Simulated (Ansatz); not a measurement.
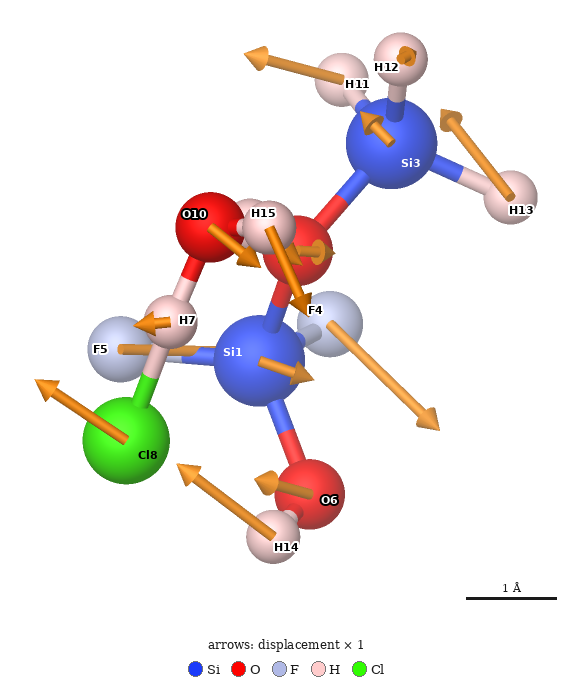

This is a relaxation of Si2H7O3ClF2 (started from a transition state, displaced along its imaginary mode). The starting structure is drawn; orange arrows show the displacements, at their true length. The two geometries are superimposed by the best rigid fit.

The picture is a ball-and-stick view, seen from a free direction.

Method: Ansatz, RKS PBE0-D4/def2-TZVP.

Input
```yaml
crystal:
  periodic: [false, false, false]
  atoms:
    - {symbol: Si, position_ang: [-1.410538, 0.386942, 0.149204]}
    - {symbol: O, position_ang: [0.115223, 0.088385, -0.383920]}
    - {symbol: Si, position_ang: [0.407856, -0.009456, -2.031193]}
    - {symbol: F, position_ang: [-2.198719, 0.530079, -1.232299]}
    - {symbol: F, position_ang: [-1.489378, 1.844578, 0.800001]}
    - {symbol: O, position_ang: [-2.229085, -0.788367, 0.886823]}
    - {symbol: H, position_ang: [1.247668, -0.040833, 1.973464]}
    - {symbol: Cl, position_ang: [-0.047595, 0.097306, 2.796752]}
    - {symbol: H, position_ang: [1.459418, -0.053139, 0.490544]}
    - {symbol: O, position_ang: [2.027731, -0.042189, 1.123958]}
    - {symbol: H, position_ang: [0.044796, 1.250227, -2.721799]}
    - {symbol: H, position_ang: [1.877547, -0.234161, -2.115129]}
    - {symbol: H, position_ang: [-0.319498, -1.172856, -2.590923]}
    - {symbol: H, position_ang: [-1.954387, -0.992370, 1.791716]}
    - {symbol: H, position_ang: [2.468861, -0.864147, 1.062902]}
basis:
  gaussian: {orbitals: def2-TZVP}
hamiltonian: {xc: pbe0, dispersion: d4}
relax: {f_tol: 0.005, max_steps: 200}
```

Launched with:
```bash
ansatz run in.yaml --threads 4 --pin off --events-out ev --progress --plain --max-ram 66560MiB --backend cuda --devices 0, --max-vram 37GiB
```

Question: What did the optimiser do to the structure, and how much energy did it gain?

Answer: The energy falls by 122.8 kJ/mol in 68 accepted moves (73 points after the start). Largest force component: 7.4 eV/Å at the start, 0.004 eV/Å at the end. The line search rejected the trial steps at points 6, 23, 27, 47, 58 of the run. F4 moves most after the best rigid fit: 1.89 Å. By element the largest moves are F 1.89 Å, H 1.67 Å, Cl 1.24 Å, O 0.88 Å, Si 0.66 Å. Among the contacts that change: Si1–Cl8 2.992 → 4.082 Å, H7–O10 1.153 → 1.611 Å, H7–Cl8 1.541 → 1.340 Å, H9–O10 0.851 → 0.972 Å. Bonds break: H7–O10 (1.15 → 1.61 Å). Bond angles that change, for instance: Si1–O2–Si3 119.4° → 135.7°, O2–Si1–F4 101.2° → 108.9°, O2–Si1–O6 119.2° → 111.9°. Groups turn about Si1–O2 by about 80°, O2–Si3 by about 25°.
